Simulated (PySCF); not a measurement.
**C$_{6}$H$_{9}$ (charge +1): NMR shielding calculation**

C$_{6}$H$_{9}$, charge +1, computed with GIAO PBE0/pcSseg-1 NMR shielding, non-relativistic, gas phase (PySCF 2.14.0).

The geometry comes from this level: GFN2-xTB. Figures and captions count atoms from 1; the log counts them from 0 in places.

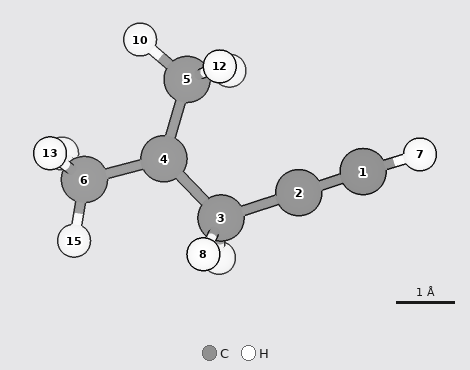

**Figure 1.** The structure (ball-and-stick view, seen at a tilt; atoms are numbered from 1 in the order of the input). Bond lengths as drawn: C–C 1.20 to 1.46 Å and C–H 1.05 to 1.10 Å.

## Summary

```tsv
quantity	value
outcome	converged
total energy	−233.357024 hartree
HOMO	−12.50 eV
LUMO	−8.61 eV
isotropic shielding, C	−164.8 to 137.4 ppm
isotropic shielding, H	26.5 to 28.2 ppm
hardware	1 CPU thread, shared host
wall time	12 s
peak memory	0.71 GiB
```

## The input
```
{"job": {"kind": "nmr", "xc": "PBE0", "basis": "pcSseg-1"}, "charge": 1, "multiplicity": 1}
C      2.896516     0.692245    -0.261666
C      1.921609    -0.002833    -0.224018
C      0.743036    -0.839944    -0.173839
C     -0.542105    -0.158664    -0.229033
C     -0.581768     1.282777    -0.349503
C     -1.770884    -0.928035    -0.159832
H      3.765716     1.282011    -0.294992
H      0.776632    -1.470746     0.728803
H      0.787080    -1.581506    -0.987634
H     -1.585426     1.698332    -0.345801
H     -0.052964     1.584763    -1.262174
H      0.029327     1.737938     0.439050
H     -2.352229    -0.605399     0.711458
H     -2.419039    -0.679360    -1.006484
H     -1.619915    -2.003589    -0.111902
```

The first line tells a small driver script what to run in PySCF; the rest is the geometry in Å.

Run as:
```bash
OMP_NUM_THREADS=1 python <driver script> task.json out
```

## The program's output
```
coarse grid: 12096 points
cycle   1  E = -233.2592762323  dE =  1.008e+00  |g| = 4.809e-01  |ddm| = 3.566e+00
cycle   2  E = -233.0506158457  dE =  2.087e-01  |g| = 9.660e-01  |ddm| = 1.425e+00
cycle   3  E = -233.3127845510  dE = -2.622e-01  |g| = 1.549e-01  |ddm| = 1.019e+00
cycle   4  E = -233.3190745959  dE = -6.290e-03  |g| = 5.720e-02  |ddm| = 1.792e-01
cycle   5  E = -233.3195325315  dE = -4.579e-04  |g| = 3.710e-02  |ddm| = 6.187e-02
cycle   6  E = -233.3198583145  dE = -3.258e-04  |g| = 8.156e-03  |ddm| = 2.948e-02
cycle   7  E = -233.3198752017  dE = -1.689e-05  |g| = 1.407e-03  |ddm| = 6.606e-03
cycle   8  E = -233.3198758163  dE = -6.146e-07  |g| = 4.987e-04  |ddm| = 1.799e-03
final grid: 115600 points
cycle   9  E = -233.3570120090  dE = -4.057e-05  |g| = 6.714e-03  |ddm| = 4.482e-02
cycle  10  E = -233.3570132277  dE = -1.219e-06  |g| = 6.416e-03  |ddm| = 1.170e-02
cycle  11  E = -233.3570235451  dE = -1.032e-05  |g| = 1.173e-03  |ddm| = 5.554e-03
cycle  12  E = -233.3570238764  dE = -3.312e-07  |g| = 3.076e-04  |ddm| = 1.072e-03
cycle  13  E = -233.3570238960  dE = -1.964e-08  |g| = 1.277e-04  |ddm| = 2.999e-04
cycle  14  E = -233.3570239002  dE = -4.190e-09  |g| = 2.149e-05  |ddm| = 1.185e-04
cycle  15  E = -233.3570239003  dE = -1.095e-10  |g| = 5.941e-06  |ddm| = 2.223e-05
```

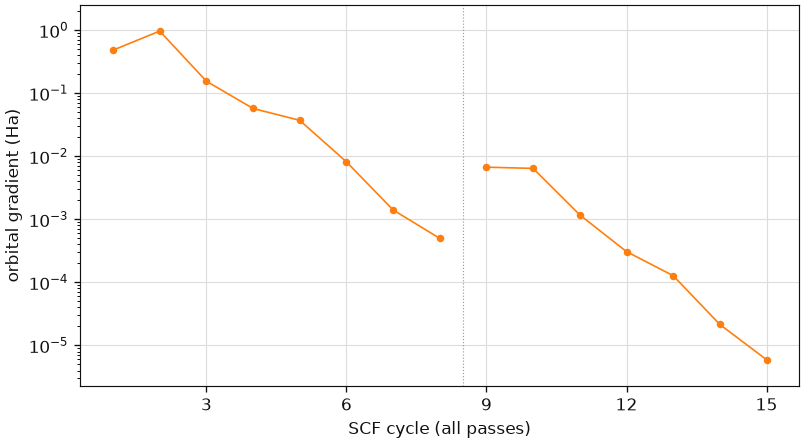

**Figure 2.** Convergence of the self-consistent field: orbital gradient against the SCF cycle. The dotted line marks the change from a coarse to the final integration grid. The first 8 cycles use a coarse grid, the final grid takes over at cycle 9, and the field converges after 15 cycles in all.

```
converged SCF energy = -233.3570239003

GIAO shielding tensors (ppm)
atom      isotropic    diamagn.    paramagn.     s11        s22        s33       span
  0 C       81.925     256.596    -174.671     12.176     22.049    211.551    199.375
  1 C      109.609     260.821    -151.212     20.906     25.759    282.163    261.257
  2 C      132.370     253.802    -121.432     95.686    143.601    157.822     62.136
  3 C     -164.797     266.559    -431.356   -352.225   -300.995    158.830    511.056
  4 C      132.303     250.800    -118.497     84.939    152.079    159.890     74.951
  5 C      137.391     249.882    -112.492     95.011    154.039    163.123     68.112
  6 H       28.151      33.010      -4.859     23.716     24.250     36.487     12.771
  7 H       26.461      27.682      -1.221     20.947     27.293     31.144     10.196
  8 H       26.525      26.598      -0.074     20.993     27.317     31.264     10.272
  9 H       27.492      29.261      -1.769     23.921     27.715     30.841      6.920
 10 H       27.243      28.287      -1.045     22.728     27.422     31.578      8.850
 11 H       27.037      29.145      -2.108     22.438     27.729     30.945      8.507
 12 H       27.522      27.352       0.170     24.096     26.183     32.286      8.189
 13 H       27.414      26.803       0.611     23.966     26.288     31.989      8.024
 14 H       27.723      28.501      -0.779     24.173     28.038     30.957      6.783
```

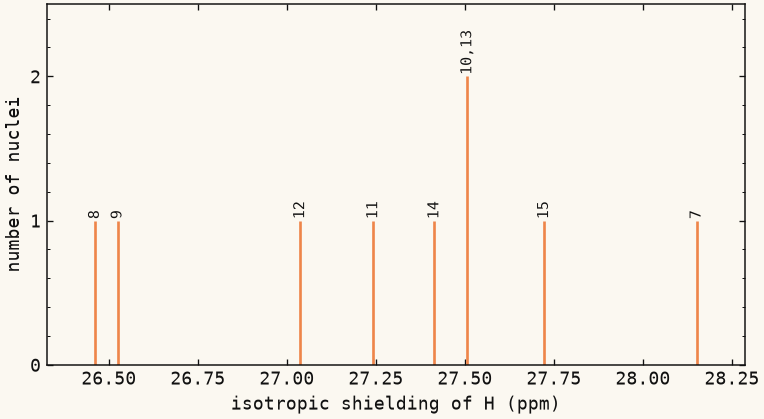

**Figure 3.** Isotropic shieldings of the hydrogen nuclei in this fixed geometry, labelled by atom number; shielding grows to the right, so chemical shift grows to the left. The least shielded is H8 (26.5 ppm), the most shielded H7 (28.2 ppm).

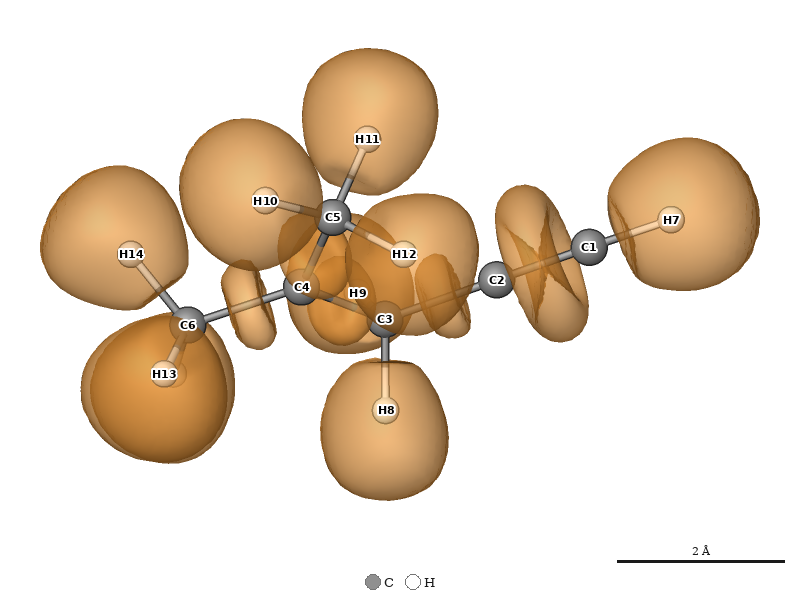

**Figure 4.** Isosurface of the electron localisation function at 0.8 (orange), seen at an oblique angle. Only the valence region is drawn (cores and ρ < 0.01 e/Å³ removed). The ELF exceeds this value in five regions between bonded C–C atoms (shared pairs) and nine regions around hydrogen nuclei. Along the contacts the grid gives the following. C–C (1.20 Å): the ELF peaks at about 0.85 between the atoms; a multiple bond by its length, whose ELF region spreads away from the axis.

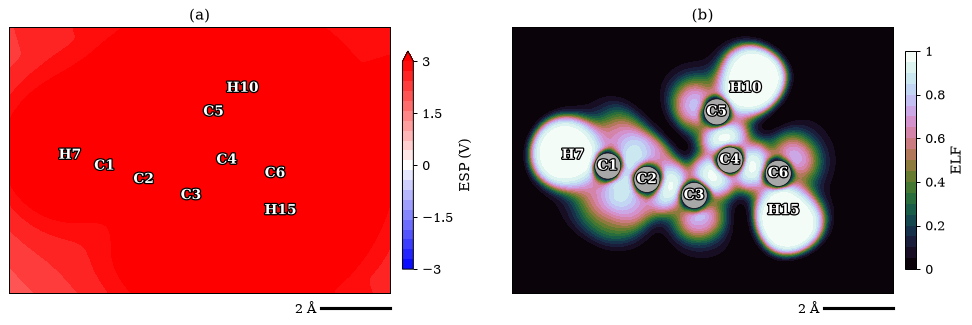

**Figure 5.** (a) electrostatic potential; (b) ELF on the plane of atoms C4, C6 and H15. Grey discs, where drawn, cover atomic cores. C–C (1.20 Å): the ELF peaks at about 0.85 between the atoms (a multiple bond by its length, whose ELF region spreads away from the axis). The potential has no marked negative region in this plane.
